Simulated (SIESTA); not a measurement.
Band structure of CdSe (F-43m, 2 atoms in the cell).

```yaml
crystal:
  lattice:
    - [0.00000, 3.09545, 3.09545]
    - [3.09545, 0.00000, 3.09545]
    - [3.09545, 3.09545, 0.00000]
  atoms:
    - { symbol: Cd, position: [0.00000, 0.00000, 0.00000] }
    - { symbol: Se, position: [0.75000, 0.75000, 0.75000] }
```

Method of the run: GGA PBE, numerical atomic orbitals TZP, PseudoDojo PBE standard norm-conserving potentials (rewritten from UPF to PSML) (SIESTA).

Settings: XC.functional = GGA; XC.authors = PBE; potentials = PseudoDojo PBE standard; PAO.BasisSize = TZP; PAO.EnergyShift = 0.01 Ry; MeshCutoff = 300 Ry; kgrid.MonkhorstPack = 6 6 6; OccupationFunction = FD; ElectronicTemperature = 10 K; MaxSCFIterations = 150; SCF.Mixer.Method = Pulay; SCF.Mixer.Weight = 0.1; SCF.Mixer.History = 6; SCF.DM.Tolerance = 1.0E-04.

The starting cell comes from a database of computed structures (which also holds hypothetical and non-ambient phases and stackings), without a prior relaxation at this level. Its lattice was rescaled by a random factor within 2.5 % of one. Values carry the incompleteness of an atom-centred basis.

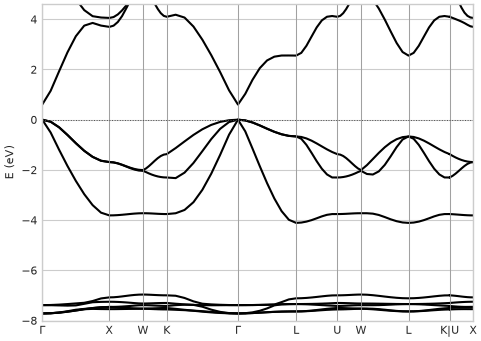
*Bands along the path, energies from the top of the valence band on the path.*

### Question
Read off roughly the gap and where its edges lie.

### Answer
The gap along the path is about 0.6 eV (computed: 0.60 eV), direct at Γ to within 0.01 eV.

Levels in eV from the top of the valence band on the path, bands 15 to 19:
| point | 15 | 16 | 17 | 18 | 19 |
|---|---|---|---|---|---|
| Γ | -7.39 | 0.00 | 0.00 | 0.00 | 0.60 |
| X | -7.08 | -3.81 | -1.69 | -1.69 | 3.70 |
| W | -6.97 | -3.73 | -2.04 | -2.01 | 5.13 |
| K | -7.00 | -3.76 | -2.30 | -1.37 | 4.10 |
| L | -7.12 | -4.11 | -0.67 | -0.67 | 2.55 |
| U | -7.00 | -3.76 | -2.30 | -1.37 | 4.10 |

Higher empty bands are left out: an atom-centred basis made for the valence describes them poorly.
